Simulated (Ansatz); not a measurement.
Single-point calculation, with input and output: CB2 (charge −1)

System: CB2, charge −1, multiplicity 2.
Method: UKS PBE0-D4/def2-TZVPD (Ansatz 0.2.0).

The geometry comes from this level: PBE0-D4/def2-TZVPD.

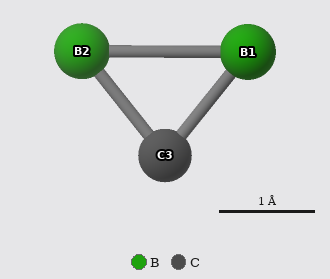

Figure 1. The structure as given in the input (ball-and-stick view, seen on its broad side; atoms are numbered from 1 in the order of the input). Bond lengths as drawn: B–B 1.75 Å and B–C 1.40 Å.

### Key numbers

```tsv
quantity	value
outcome	converged
total energy	−2382.1703 eV
mean-field energy	−2382.1173 eV
dispersion energy	−0.0530 eV
⟨S²⟩	0.776
SCF solution under orbital rotations	stable
HOMO (either spin)	−0.46 eV
LUMO (either spin)	2.61 eV
hardware	4 threads of Arm Neoverse V2, 23 GiB of memory available, shared host
wall time	1.1 s (CPU time 3.6 s)
peak memory	0.15 GiB
```

### Input
```yaml
crystal:
  periodic: [false, false, false]
  atoms:
    - {symbol: B, position_ang: [0.809316, -0.142067, 0.474073]}
    - {symbol: B, position_ang: [-0.309624, 0.657588, -0.609619]}
    - {symbol: C, position_ang: [-0.499692, -0.515521, 0.135545]}
basis:
  gaussian: {orbitals: def2-TZVPD, initial_orbitals: start.molden}
total_charge: -1
magnetization: {spin_polarized: true, initial_magnetization: 1}
hamiltonian: {xc: pbe0, dispersion: d4}
output: {orbitals: {seedname: orbitals}}
```

Run as:
```bash
ansatz run in.yaml --threads 4 --pin off --events-out ev --progress --plain --max-ram 3916MiB
```

### Log
```
Functional definition: PBE0
  name "PBE0"
  cite "Adamo & Barone, J. Chem. Phys. 110, 6158 (1999) doi:10.1063/1.478522"
  cite "Perdew, Burke & Ernzerhof, Phys. Rev. Lett. 77, 3865 (1996) doi:10.1103/PhysRevLett.77.3865"
  parent pbe
  parameter a = 0.25
  parameter kappa = 0.804
  parameter beta = 0.06672455060314922
  exchange = (1 - a)*pbe_x(kappa = kappa, mu = beta*pi^2/3) + a*exact_x
  correlation = pbe_c(beta = beta)
504 factors; their error is unknown
mean field evaluation 1: about -2382.1104 eV, gradient 9.4e-2 eV
mean field evaluation 2: about -2382.1173 eV, gradient 1.4e-4 eV
mean field evaluation 4: about -2382.1173 eV, gradient 1.8e-5 eV
mean field evaluation 8: about -2382.0929 eV, gradient 1.3e0 eV
mean field evaluation 16: about -2382.1173 eV, gradient 7.3e-3 eV
mean field evaluation 32: about -2381.8337 eV, gradient 1.8e0 eV
mean field -2382.11727093 eV, -87.5411950495 hartree, gradient 1.1e-5 eV, S^2 0.776198; 4 other end points of the search recorded, 0 dependent functions left out
reference -2382.11729632 eV, -87.5411959826 hartree; 9, 8 occupied and 102, 103 virtual orbitals, 504 factors
Total energy: -2382.17033409 eV, -87.5431450847 hartree
```

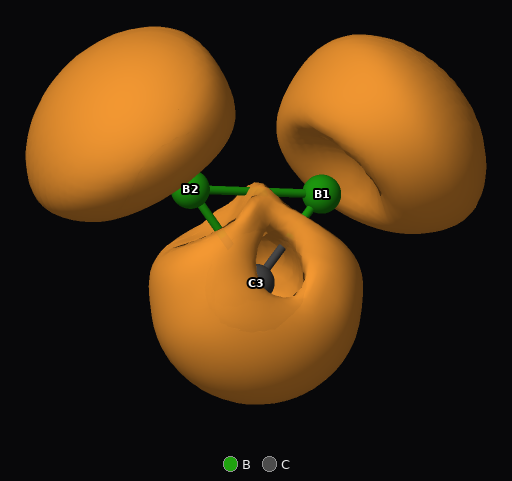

Figure 2. Isosurface of the electron localisation function at 0.75 (orange), seen at a tilt. Only the valence region is drawn (cores and ρ < 0.01 e/Å³ removed). Values along the shortest contacts:

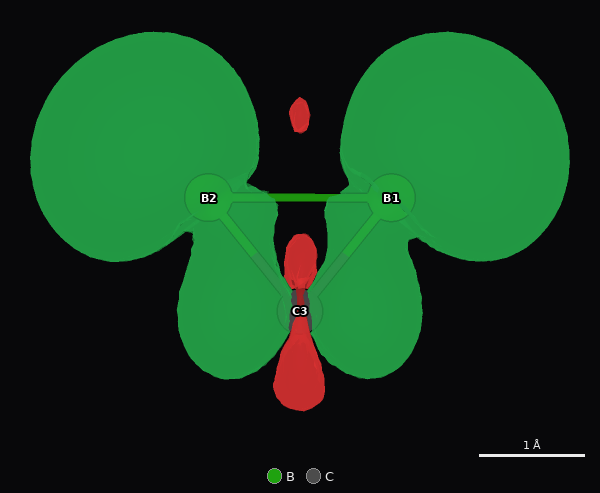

Figure 3. Isosurfaces of the spin density (α minus β) at +0.015 (green) and −0.015 e/Å³ (red), seen face on. The unpaired spin (1 electron) lies mostly on B1 (about 0.4), B2 (about 0.4) and C3 (about 0.1), in electrons by Hirshfeld's partition.

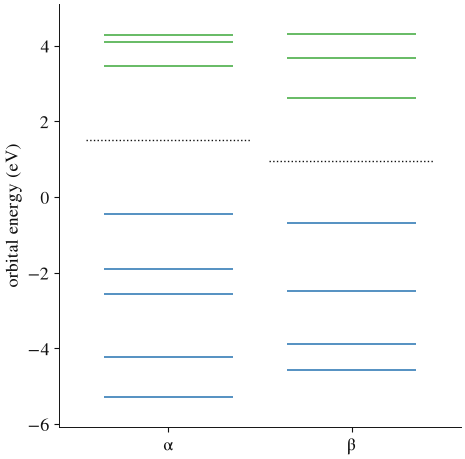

Figure 4. Orbital energies near the frontier for α and β spins; the dotted line parts filled from empty levels, and levels within 0.02 eV of each other stand side by side. α: highest filled −0.46 eV, lowest empty 3.48 eV, 3.94 eV apart; β: highest filled −0.70 eV, lowest empty 2.61 eV, 3.31 eV apart.
